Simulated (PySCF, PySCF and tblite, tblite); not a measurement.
# (CF3)2C(OH)2 (C3H2F6O2): conformers and averaged spectra

Aim: find the conformers of (CF3)2C(OH)2 (C3H2F6O2) (`OC(O)(C(F)(F)F)C(F)(F)F`), weigh them, and average their properties.

Computed with tblite 0.8.0 (tight binding) and PySCF 2.14.0 (DFT, with response routines of our own); each step states its level. Atoms count from 0 throughout.

### 1 The molecule as given

13 atoms, charge 0, multiplicity 1; geometry from: MMFF94s geometry.

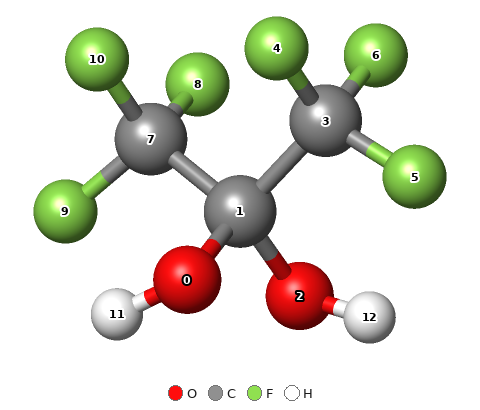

The starting geometry (oxygen red, carbon grey, fluorine green, hydrogen white), atoms numbered.

### 2 GFN2-xTB relaxation, conformer 1

Job settings and geometry (Å):

```
{"job": {"xc": "GFN2-xTB", "basis": "xTB", "kind": "relax"}, "charge": 0, "multiplicity": 1}
O     -1.266800    -0.432200     1.050800
C     -0.265100    -0.278800     0.026000
O     -0.431800    -1.444500    -0.804400
C      1.155900    -0.218200     0.624400
F      1.310100     0.761100     1.545500
F      1.430100    -1.397900     1.263900
F      2.110000    -0.068900    -0.317200
C     -0.409200     1.039000    -0.739200
F      0.432300     1.129700    -1.791400
F     -1.684900     1.128900    -1.230400
F     -0.233300     2.119100     0.037100
H     -2.116200    -0.151700     0.637400
H     -0.035400    -2.185200    -0.320100
```

Command:

```
$ OMP_NUM_THREADS=1 python ens_run.py task.json out
```

One launch serves the whole session.

Log:

```text
step      E/eV     max force
  0   -1196.15019    2.259
  1   -1196.37256    0.989
  2   -1196.42764    0.687
  3   -1196.47382    0.599
  4   -1196.50369    0.356
  5   -1196.51667    0.284
  6   -1196.52607    0.194
  7   -1196.53226    0.221
  8   -1196.53923    0.233
  9   -1196.54653    0.283
 10   -1196.55366    0.272
 11   -1196.56038    0.205
 12   -1196.56684    0.191
 13   -1196.57199    0.152
 14   -1196.57507    0.131
 15   -1196.57679    0.110
 16   -1196.57806    0.087
 17   -1196.57927    0.084
 18   -1196.58010    0.068
 19   -1196.58044    0.027
 20   -1196.58044    0.027
 21   -1196.58051    0.023
 22   -1196.58061    0.018
 23   -1196.58064    0.018
 24   -1196.58076    0.020
 25   -1196.58087    0.030
 26   -1196.58099    0.033
 27   -1196.58111    0.029
 28   -1196.58130    0.038
 29   -1196.58162    0.058
 30   -1196.58204    0.067
 31   -1196.58242    0.044
 32   -1196.58263    0.028
 33   -1196.58273    0.027
 34   -1196.58287    0.032
 35   -1196.58308    0.041
 36   -1196.58330    0.037
 37   -1196.58348    0.037
 38   -1196.58366    0.033
 39   -1196.58385    0.037
 40   -1196.58404    0.031
 41   -1196.58417    0.026
 42   -1196.58429    0.029
 43   -1196.58444    0.037
 44   -1196.58470    0.052
 45   -1196.58509    0.055
 46   -1196.58547    0.047
 47   -1196.58576    0.037
 48   -1196.58597    0.051
 49   -1196.58610    0.046
 50   -1196.58620    0.025
 51   -1196.58627    0.019
 52   -1196.58631    0.017
 53   -1196.58637    0.022
 54   -1196.58641    0.016
 55   -1196.58644    0.010
 56   -1196.58646    0.010
 57   -1196.58647    0.011
 58   -1196.58649    0.012
 59   -1196.58651    0.012
 60   -1196.58653    0.011
 61   -1196.58654    0.009
 62   -1196.58655    0.010
 63   -1196.58656    0.005
 64   -1196.58656    0.003
```

It took 0.36 s on 1 thread of Arm Neoverse V2, shared host.

The energy fell by 0.436 eV, and the atoms moved 0.17 Å (root mean square).

**GFN2-xTB relaxation, conformer 2**

Job settings and geometry (Å):

```
{"job": {"xc": "GFN2-xTB", "basis": "xTB", "kind": "relax"}, "charge": 0, "multiplicity": 1}
O     -0.705500    -1.179600    -1.052900
C     -0.117300    -0.412200     0.011700
O     -0.480100    -1.113400     1.237000
C     -0.581700     1.056000     0.016100
F     -0.305800     1.699300    -1.113900
F     -1.943700     1.057100     0.155300
F     -0.089900     1.767800     1.051400
C      1.425200    -0.332200    -0.127300
F      1.992800    -1.571000    -0.150300
F      1.779700     0.279400    -1.275700
F      1.994000     0.342200     0.884600
H     -1.618900    -0.838400    -1.188200
H     -1.353300    -0.754500     1.534400
```

Log:

```text
step      E/eV     max force
  0   -1196.01962    2.478
  1   -1196.25180    1.127
  2   -1196.30584    0.645
  3   -1196.33944    0.632
  4   -1196.37382    0.371
  5   -1196.38619    0.302
  6   -1196.39605    0.209
  7   -1196.40110    0.202
  8   -1196.40741    0.190
  9   -1196.41546    0.249
 10   -1196.42484    0.297
 11   -1196.43315    0.269
 12   -1196.43922    0.187
 13   -1196.44333    0.152
 14   -1196.44580    0.110
 15   -1196.44707    0.073
 16   -1196.44784    0.060
 17   -1196.44867    0.098
 18   -1196.44959    0.104
 19   -1196.45030    0.069
 20   -1196.45070    0.052
 21   -1196.45098    0.046
 22   -1196.45132    0.061
 23   -1196.45180    0.069
 24   -1196.45228    0.060
 25   -1196.45267    0.041
 26   -1196.45289    0.036
 27   -1196.45289    0.036
 28   -1196.45297    0.034
 29   -1196.45313    0.031
 30   -1196.45320    0.031
 31   -1196.45334    0.029
 32   -1196.45341    0.021
 33   -1196.45349    0.018
 34   -1196.45356    0.024
 35   -1196.45365    0.030
 36   -1196.45374    0.028
 37   -1196.45381    0.018
 38   -1196.45386    0.014
 39   -1196.45389    0.013
 40   -1196.45391    0.012
 41   -1196.45393    0.010
 42   -1196.45395    0.012
 43   -1196.45397    0.013
 44   -1196.45399    0.013
 45   -1196.45401    0.010
 46   -1196.45402    0.009
 47   -1196.45403    0.008
 48   -1196.45404    0.007
 49   -1196.45404    0.005
 50   -1196.45405    0.006
 51   -1196.45405    0.006
 52   -1196.45405    0.004
 53   -1196.45405    0.003
```

It took 0.28 s on 1 thread of Arm Neoverse V2, shared host.

The energy fell by 0.434 eV, and the atoms moved 0.14 Å (root mean square).

### 3 Shieldings, conformer 1: KT2/pcSseg-1 in methanol

Job settings and geometry (Å):

```
{"job": {"xc": "KT2", "basis": "pcSseg-1", "solvent": "methanol", "kind": "nmr", "pop": true}, "charge": 0, "multiplicity": 1}
O     -1.153965    -0.306202     1.060531
C     -0.234870    -0.255992     0.032198
O     -0.331217    -1.313952    -0.848726
C      1.159929    -0.230743     0.719012
F      1.219445     0.618515     1.733350
F      1.432431    -1.453911     1.190357
F      2.128754     0.082309    -0.139412
C     -0.433342     1.024624    -0.827169
F      0.264641     1.003839    -1.952371
F     -1.728403     1.134142    -1.148620
F     -0.102609     2.126473    -0.156292
H     -2.061505    -0.270718     0.721168
H     -0.163676    -2.157898    -0.401753
```

Log:

```text
coarse grid: 13192 points
cycle   1  E = -875.9894895511  dE =  2.195e+00  |g| = 1.766e+00  |ddm| = 3.229e+00
cycle   2  E = -874.5808911157  dE =  1.409e+00  |g| = 3.454e+00  |ddm| = 3.177e+00
cycle   3  E = -876.4693338903  dE = -1.888e+00  |g| = 2.039e-01  |ddm| = 2.343e+00
cycle   4  E = -876.4757769504  dE = -6.443e-03  |g| = 1.060e-01  |ddm| = 2.608e-01
cycle   5  E = -876.4778440384  dE = -2.067e-03  |g| = 3.503e-02  |ddm| = 9.467e-02
cycle   6  E = -876.4780413612  dE = -1.973e-04  |g| = 7.241e-03  |ddm| = 2.598e-02
cycle   7  E = -876.4780487262  dE = -7.365e-06  |g| = 2.409e-03  |ddm| = 5.901e-03
final grid: 136408 points
cycle   8  E = -876.8204167565  dE = -2.755e-04  |g| = 5.813e-02  |ddm| = 7.845e-02
cycle   9  E = -876.8193475348  dE =  1.069e-03  |g| = 1.019e-01  |ddm| = 8.846e-02
cycle  10  E = -876.8209030103  dE = -1.555e-03  |g| = 3.356e-03  |ddm| = 5.891e-02
cycle  11  E = -876.8209050341  dE = -2.024e-06  |g| = 9.534e-04  |ddm| = 2.975e-03
cycle  12  E = -876.8209051779  dE = -1.439e-07  |g| = 2.690e-04  |ddm| = 7.146e-04
cycle  13  E = -876.8209051891  dE = -1.116e-08  |g| = 5.168e-05  |ddm| = 2.027e-04
cycle  14  E = -876.8209051895  dE = -4.318e-10  |g| = 2.313e-05  |ddm| = 5.376e-05
converged SCF energy = -876.8209051895

GIAO shielding tensors (ppm)
atom      isotropic    diamagn.    paramagn.     s11        s22        s33       span
  0 O      240.684     390.026    -149.343    194.163    245.660    282.228     88.065
  1 C       88.675     244.323    -155.647     66.426     98.217    101.383     34.957
  2 O      240.743     390.013    -149.271    194.259    245.715    282.255     87.996
  3 C       56.011     242.975    -186.964     48.585     58.238     61.208     12.623
  4 F      254.205     473.294    -219.089    181.389    259.191    322.035    140.646
  5 F      258.547     473.115    -214.569    180.520    252.989    342.131    161.611
  6 F      253.807     474.144    -220.337    182.756    246.930    331.736    148.980
  7 C       56.014     242.967    -186.953     48.586     58.234     61.223     12.637
  8 F      254.210     473.275    -219.064    181.347    259.226    322.058    140.712
  9 F      258.504     473.106    -214.602    180.485    252.947    342.080    161.595
 10 F      253.751     474.154    -220.403    182.717    246.841    331.693    148.976
 11 H       27.760      30.620      -2.860     20.014     24.546     38.721     18.707
 12 H       27.760      30.617      -2.858     20.009     24.553     38.717     18.708
```

Run time: 29 s. Hardware: 1 thread of Arm Neoverse V2, shared host; peak memory 0.86 GiB.

In short: HOMO -7.65 eV, LUMO 0.26 eV; dipole 2.90 D.

Orbitals, density, ELF and potential are computed afterwards from the orbital file.

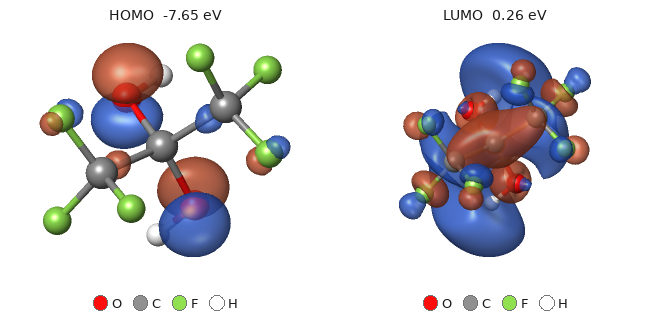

Frontier orbitals at KT2/pcSseg-1; each surface holds 70 % of the orbital's density, blue and red mark the sign.

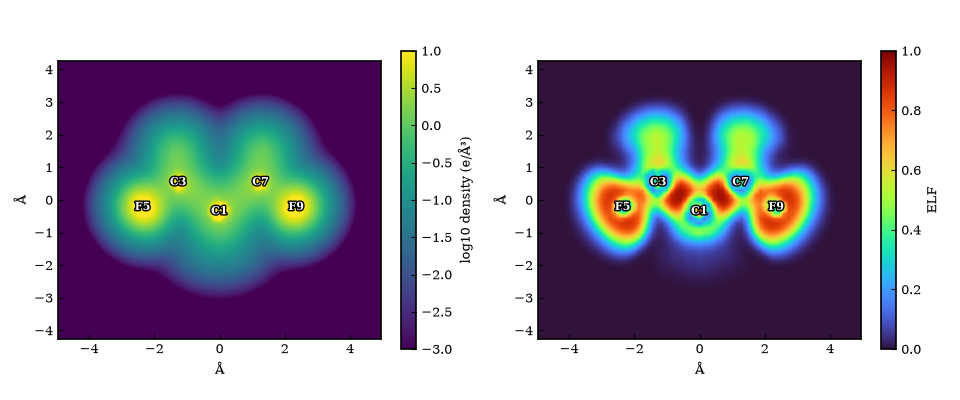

Density (left) and ELF (right) in a plane through or near 5 of the atoms.

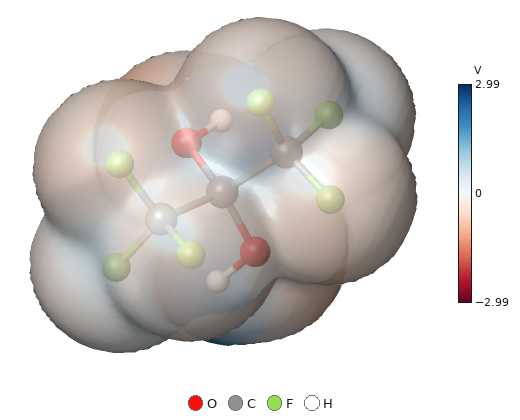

The potential that a unit positive charge feels on the 0.002 e/bohr³ surface, from the 1st to the 99th percentile, from -0.88 V near O0 to 2.99 V near H11.

### 4 Single-point energy, conformer 1: B3LYP/def2-SVP in methanol

The job, as its differences from that of step 3:

```diff
@@ -1,2 +1,2 @@
-{"job": {"xc": "KT2", "basis": "pcSseg-1", "solvent": "methanol", "kind": "nmr", "pop": true}, "charge": 0, "multiplicity": 1}
+{"job": {"xc": "B3LYP", "basis": "def2-SVP", "solvent": "methanol", "kind": "sp"}, "charge": 0, "multiplicity": 1}
 O     -1.153965    -0.306202     1.060531
```

Log:

```text
coarse grid: 13192 points
cycle   1  E = -863.8467246410  dE =  2.103e+00  |g| = 1.548e+00  |ddm| = 3.939e+00
cycle   2  E = -863.1987478489  dE =  6.480e-01  |g| = 2.532e+00  |ddm| = 2.971e+00
cycle   3  E = -864.2558713301  dE = -1.057e+00  |g| = 9.481e-02  |ddm| = 1.923e+00
cycle   4  E = -864.2570940249  dE = -1.223e-03  |g| = 5.754e-02  |ddm| = 1.514e-01
cycle   5  E = -864.2577589766  dE = -6.650e-04  |g| = 1.158e-02  |ddm| = 5.811e-02
cycle   6  E = -864.2577800207  dE = -2.104e-05  |g| = 3.531e-03  |ddm| = 1.097e-02
cycle   7  E = -864.2577820425  dE = -2.022e-06  |g| = 6.324e-04  |ddm| = 3.100e-03
final grid: 136408 points
cycle   8  E = -864.3828669044  dE = -5.437e-05  |g| = 5.921e-03  |ddm| = 2.651e-02
cycle   9  E = -864.3828607898  dE =  6.115e-06  |g| = 8.560e-03  |ddm| = 1.054e-02
cycle  10  E = -864.3828724450  dE = -1.166e-05  |g| = 3.446e-04  |ddm| = 6.222e-03
cycle  11  E = -864.3828724635  dE = -1.855e-08  |g| = 1.503e-04  |ddm| = 4.202e-04
cycle  12  E = -864.3828724673  dE = -3.788e-09  |g| = 5.214e-05  |ddm| = 1.473e-04
cycle  13  E = -864.3828724678  dE = -4.584e-10  |g| = 7.829e-06  |ddm| = 4.160e-05
converged SCF energy = -864.3828724678
```

It took 11 s on 1 thread of Arm Neoverse V2, shared host; peak memory 0.77 GiB.

Key values: HOMO -8.73 eV, LUMO 1.55 eV; dipole 2.97 D.

### 5 Shieldings, conformer 2: KT2/pcSseg-1 in methanol

Job settings and geometry (Å):

```
{"job": {"xc": "KT2", "basis": "pcSseg-1", "solvent": "methanol", "kind": "nmr", "pop": false}, "charge": 0, "multiplicity": 1}
O     -0.619656    -1.004458    -1.078601
C     -0.108533    -0.344385     0.019580
O     -0.392576    -0.934229     1.233787
C     -0.623368     1.127794     0.025513
F     -0.371424     1.778559    -1.102177
F     -1.968186     1.073928     0.159397
F     -0.160749     1.843568     1.041582
C      1.435015    -0.385564    -0.130728
F      1.873177    -1.635754    -0.136595
F      1.826540     0.190048    -1.264769
F      2.036119     0.253437     0.869783
H     -1.588419    -1.020210    -1.079765
H     -1.342329    -0.942249     1.425264
```

Log:

```text
coarse grid: 13192 points
cycle   1  E = -875.9874959160  dE =  2.194e+00  |g| = 1.769e+00  |ddm| = 3.213e+00
cycle   2  E = -874.5700506487  dE =  1.417e+00  |g| = 3.462e+00  |ddm| = 3.166e+00
cycle   3  E = -876.4686428880  dE = -1.899e+00  |g| = 2.075e-01  |ddm| = 2.333e+00
cycle   4  E = -876.4753708296  dE = -6.728e-03  |g| = 1.069e-01  |ddm| = 2.614e-01
cycle   5  E = -876.4774502428  dE = -2.079e-03  |g| = 3.597e-02  |ddm| = 9.327e-02
cycle   6  E = -876.4776551581  dE = -2.049e-04  |g| = 7.358e-03  |ddm| = 2.623e-02
cycle   7  E = -876.4776627578  dE = -7.600e-06  |g| = 2.503e-03  |ddm| = 6.122e-03
final grid: 136408 points
cycle   8  E = -876.8177850785  dE = -2.602e-04  |g| = 5.851e-02  |ddm| = 7.876e-02
cycle   9  E = -876.8166990070  dE =  1.086e-03  |g| = 1.027e-01  |ddm| = 8.885e-02
cycle  10  E = -876.8182770429  dE = -1.578e-03  |g| = 3.478e-03  |ddm| = 5.911e-02
cycle  11  E = -876.8182792230  dE = -2.180e-06  |g| = 9.387e-04  |ddm| = 2.974e-03
cycle  12  E = -876.8182793598  dE = -1.368e-07  |g| = 2.840e-04  |ddm| = 7.417e-04
cycle  13  E = -876.8182793724  dE = -1.257e-08  |g| = 5.588e-05  |ddm| = 2.174e-04
cycle  14  E = -876.8182793729  dE = -5.277e-10  |g| = 2.221e-05  |ddm| = 5.725e-05
converged SCF energy = -876.8182793729

GIAO shielding tensors (ppm)
atom      isotropic    diamagn.    paramagn.     s11        s22        s33       span
  0 O      243.935     389.709    -145.774    199.953    246.959    284.892     84.940
  1 C       88.775     244.127    -155.352     66.093     99.030    101.202     35.109
  2 O      243.935     389.717    -145.783    200.028    246.913    284.864     84.837
  3 C       54.998     244.451    -189.453     49.014     57.083     58.896      9.882
  4 F      256.542     473.949    -217.407    185.726    259.041    324.860    139.134
  5 F      258.850     474.894    -216.043    180.631    248.216    347.703    167.072
  6 F      256.534     473.961    -217.427    185.709    259.003    324.892    139.183
  7 C       56.814     241.934    -185.120     48.564     59.570     62.309     13.746
  8 F      258.426     471.425    -212.999    186.871    252.119    336.287    149.416
  9 F      250.113     473.752    -223.639    177.847    244.486    328.005    150.159
 10 F      250.098     473.759    -223.661    177.823    244.473    327.998    150.175
 11 H       27.939      30.845      -2.906     20.365     24.565     38.887     18.523
 12 H       27.938      30.850      -2.912     20.361     24.570     38.884     18.523
```

Wall time 21 s (1 thread of Arm Neoverse V2, shared host); peak memory 0.89 GiB.

This run: HOMO -7.82 eV, LUMO 0.15 eV; dipole 4.09 D.

### 6 Single-point energy, conformer 2: B3LYP/def2-SVP in methanol

The job, as its differences from that of step 5:

```diff
@@ -1,2 +1,2 @@
-{"job": {"xc": "KT2", "basis": "pcSseg-1", "solvent": "methanol", "kind": "nmr", "pop": false}, "charge": 0, "multiplicity": 1}
+{"job": {"xc": "B3LYP", "basis": "def2-SVP", "solvent": "methanol", "kind": "sp"}, "charge": 0, "multiplicity": 1}
 O     -0.619656    -1.004458    -1.078601
```

Log:

```text
coarse grid: 13192 points
cycle   1  E = -863.8445734681  dE =  2.101e+00  |g| = 1.551e+00  |ddm| = 3.929e+00
cycle   2  E = -863.1939818343  dE =  6.506e-01  |g| = 2.536e+00  |ddm| = 2.941e+00
cycle   3  E = -864.2550239128  dE = -1.061e+00  |g| = 9.698e-02  |ddm| = 1.904e+00
cycle   4  E = -864.2563111686  dE = -1.287e-03  |g| = 5.876e-02  |ddm| = 1.543e-01
cycle   5  E = -864.2569940324  dE = -6.829e-04  |g| = 1.235e-02  |ddm| = 5.845e-02
cycle   6  E = -864.2570175892  dE = -2.356e-05  |g| = 3.577e-03  |ddm| = 1.154e-02
cycle   7  E = -864.2570196512  dE = -2.062e-06  |g| = 6.805e-04  |ddm| = 3.179e-03
final grid: 136408 points
cycle   8  E = -864.3804335088  dE = -5.363e-05  |g| = 6.181e-03  |ddm| = 2.881e-02
cycle   9  E = -864.3804271081  dE =  6.401e-06  |g| = 8.869e-03  |ddm| = 1.070e-02
cycle  10  E = -864.3804395489  dE = -1.244e-05  |g| = 3.553e-04  |ddm| = 6.327e-03
cycle  11  E = -864.3804395681  dE = -1.927e-08  |g| = 1.639e-04  |ddm| = 4.425e-04
cycle  12  E = -864.3804395729  dE = -4.723e-09  |g| = 5.010e-05  |ddm| = 1.539e-04
cycle  13  E = -864.3804395733  dE = -4.204e-10  |g| = 9.088e-06  |ddm| = 4.017e-05
converged SCF energy = -864.3804395733
```

Run time: 11 s. Hardware: 1 thread of Arm Neoverse V2, shared host; peak memory 0.77 GiB.

In short: HOMO -8.91 eV, LUMO 1.37 eV; dipole 4.19 D.

### 7 Couplings, conformer 1: B3LYP/pcJ-1+6-31G*

Job settings and geometry (Å):

```
{"job": {"xc": "B3LYP", "basis": {"default": "6-31G*", "H": "pcJ-1", "F": "pcJ-1"}, "nuclei": ["H", "F", "P", "Si", "B"], "kind": "j"}, "charge": 0, "multiplicity": 1}
O     -1.153965    -0.306202     1.060531
C     -0.234870    -0.255992     0.032198
O     -0.331217    -1.313952    -0.848726
C      1.159929    -0.230743     0.719012
F      1.219445     0.618515     1.733350
F      1.432431    -1.453911     1.190357
F      2.128754     0.082309    -0.139412
C     -0.433342     1.024624    -0.827169
F      0.264641     1.003839    -1.952371
F     -1.728403     1.134142    -1.148620
F     -0.102609     2.126473    -0.156292
H     -2.061505    -0.270718     0.721168
H     -0.163676    -2.157898    -0.401753
```

Log:

```text
coarse grid: 13192 points
cycle   1  E = -864.6241767402  dE =  2.161e+00  |g| = 1.552e+00  |ddm| = 3.457e+00
cycle   2  E = -863.9823461434  dE =  6.418e-01  |g| = 2.576e+00  |ddm| = 2.391e+00
cycle   3  E = -865.0171882319  dE = -1.035e+00  |g| = 1.127e-01  |ddm| = 1.583e+00
cycle   4  E = -865.0189489724  dE = -1.761e-03  |g| = 6.778e-02  |ddm| = 1.498e-01
cycle   5  E = -865.0198292546  dE = -8.803e-04  |g| = 1.511e-02  |ddm| = 5.818e-02
cycle   6  E = -865.0198634213  dE = -3.417e-05  |g| = 3.917e-03  |ddm| = 1.069e-02
cycle   7  E = -865.0198657951  dE = -2.374e-06  |g| = 8.536e-04  |ddm| = 2.865e-03
final grid: 136408 points
cycle   8  E = -865.0339475197  dE = -2.393e-04  |g| = 7.245e-03  |ddm| = 2.083e-02
cycle   9  E = -865.0339385842  dE =  8.936e-06  |g| = 1.060e-02  |ddm| = 9.519e-03
cycle  10  E = -865.0339545951  dE = -1.601e-05  |g| = 3.714e-04  |ddm| = 5.794e-03
cycle  11  E = -865.0339546039  dE = -8.809e-09  |g| = 2.745e-04  |ddm| = 3.840e-04
cycle  12  E = -865.0339546173  dE = -1.338e-08  |g| = 4.329e-05  |ddm| = 2.117e-04
cycle  13  E = -865.0339546176  dE = -2.819e-10  |g| = 1.347e-05  |ddm| = 3.485e-05
converged SCF energy = -865.0339546176

Indirect spin-spin couplings (Hz)
  i      j    bonds     total        FC       PSO       DSO        SD
  4 F    5 F    2     69.307    39.177   -20.996     0.028    51.099
  4 F    6 F    2     51.814    26.947   -26.419     0.105    51.182
  4 F    8 F    4      1.878    -0.563     2.618    -0.709     0.531
  4 F    9 F    4      0.541     2.752    -1.130    -0.892    -0.189
  4 F   10 F    4     19.147    22.055    -6.795     1.371     2.516
  4 F   11 H    4     -1.281    -0.675     1.278    -1.796    -0.087
  4 F   12 H    4     -1.034    -0.386     0.905    -1.339    -0.213
  5 F    6 F    2     80.452    41.053   -15.833     0.095    55.136
  5 F    8 F    4      0.523     2.737    -1.128    -0.894    -0.191
  5 F    9 F    4      5.312     4.831    -2.340    -1.230     4.051
  5 F   10 F    4      0.358     0.347     1.239    -1.123    -0.105
  5 F   11 H    4     -0.806    -0.336     1.468    -1.812    -0.126
  5 F   12 H    4     -1.350    -1.599    -1.873     2.504    -0.382
  6 F    8 F    4     18.554    21.440    -6.728     1.366     2.476
  6 F    9 F    4      0.361     0.359     1.230    -1.123    -0.105
  6 F   10 F    4      2.960     0.106     3.026     0.656    -0.828
  6 F   11 H    4      5.705     6.143     1.463    -2.043     0.143
  6 F   12 H    4      0.597     0.411     0.896    -0.462    -0.248
  8 F    9 F    2     69.075    38.993   -21.042     0.027    51.097
  8 F   10 F    2     53.143    28.268   -26.435     0.105    51.205
  8 F   11 H    4     -1.038    -0.392     0.906    -1.339    -0.213
  8 F   12 H    4     -1.283    -0.677     1.276    -1.795    -0.087
  9 F   10 F    2     80.349    40.923   -15.806     0.096    55.136
  9 F   11 H    4     -1.358    -1.607    -1.872     2.501    -0.380
  9 F   12 H    4     -0.789    -0.320     1.469    -1.813    -0.125
 10 F   11 H    4      0.595     0.410     0.900    -0.468    -0.248
 10 F   12 H    4      5.696     6.133     1.462    -2.042     0.142
 11 H   12 H    4     -0.433    -0.126     0.638    -0.945         -
```

Wall time 1.7 min (1 thread of Arm Neoverse V2, shared host); peak memory 1.1 GiB.

Key values: HOMO -9.02 eV, LUMO 0.53 eV; dipole 2.61 D.

[end of part 1 of 2]
